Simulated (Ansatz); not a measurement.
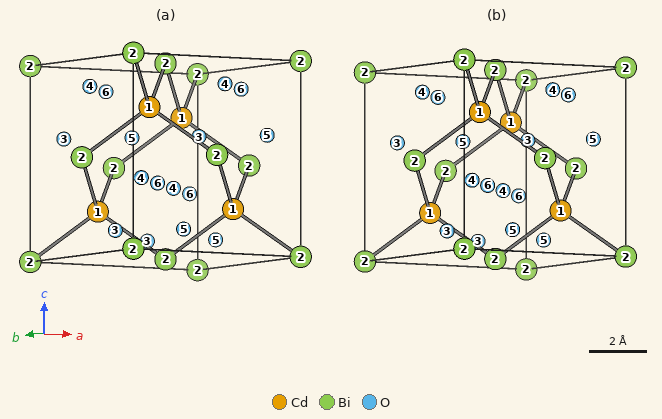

The structure of solid CdBiO4 (a generated structure, set up in F-43m) (coarse preliminary run) before (left) and after (right) a relaxation, at one scale.

The picture is a ball-and-stick view of the conventional cell (4 times the calculation's cell), seen from a free direction. Lengths and directions refer to the drawn axes.

These are results of Ansatz 0.2.0, DFT PBE, scalar-relativistic, plane waves, PAW, not measurements. Settings: plane-wave cutoff 420 eV; k-point mesh 4 × 4 × 4; occupations gaussian; smearing width 0.1 eV; no spin polarisation; cell and atoms relaxed; force threshold 0.04 eV/Å; at most 70 steps.

**Summarise the run.**

The largest moves relative to the cell, 0.006 Å, are those of O3, O4, O5 and O6. O5 goes along [−1 1 1]. Cd and Bi stay in place. The drawn cell changes as follows: a = b = c 6.962 → 6.716 Å (−3.5 %); the volume changes by −10.2 %. Some distances before and after: Cd1–Bi2 3.014 → 2.908 Å. The space group stays F-43m (No. 216). After 4 accepted moves (6 points after the start) the energy has fallen by 46.3 meV per atom. Largest force component: 0.021 eV/Å at the start, 0.00032 eV/Å at the end. The pressure goes from −9.28 to −0.03 GPa. At 2 points the geometry stayed and the basis and grid were re-selected for the new cell (energy shift of 3.4 meV per atom at most each time).

Limits of the set-up: an odd number of electrons was run without spin polarisation, which fails if the electron would localise.
